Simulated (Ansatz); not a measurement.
```yaml
atoms:
  - { symbol: C, position_ang: [-1.6717, 0.9662, -0.5329] }
  - { symbol: C, position_ang: [-1.3155, -0.1154, 0.1549] }
  - { symbol: C, position_ang: [-0.0176, -0.8041, 0.1181] }
  - { symbol: C, position_ang: [1.1202, -0.2937, -0.7756] }
  - { symbol: Si, position_ang: [1.4393, -0.0617, 1.0276] }
  - { symbol: H, position_ang: [-2.6515, 1.4084, -0.4020] }
  - { symbol: H, position_ang: [-1.0115, 1.4471, -1.2458] }
  - { symbol: H, position_ang: [-2.0336, -0.5443, 0.8507] }
  - { symbol: H, position_ang: [-0.0883, -1.8872, 0.1879] }
  - { symbol: H, position_ang: [0.9035, 0.5717, -1.3923] }
  - { symbol: H, position_ang: [1.6741, -1.0585, -1.3094] }
  - { symbol: H, position_ang: [2.4132, -0.9403, 1.7113] }
  - { symbol: H, position_ang: [1.2597, 1.2769, 1.6225] }
```

Geometry: PBE0-D4/def2-TZVP.

The calculation used RKS PBE0-D4/def2-TZVPP in Ansatz.

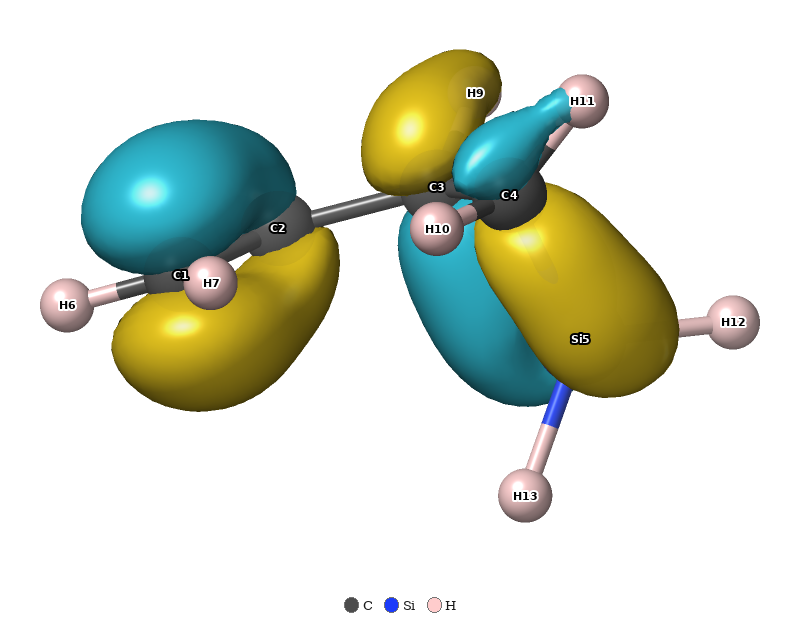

C4H8Si. The HOMO at ±0.15 Å⁻³ᐟ² (yellow and cyan are the two phases), seen from one side.

### What is the character of this orbital?

By Hirshfeld shares it lies mainly on C1 (about 25 %), Si5 (about 25 %), C3 (about 20 %), C2 (about 15 %) and C4 (about 10 %). Its energy is −6.35 eV.
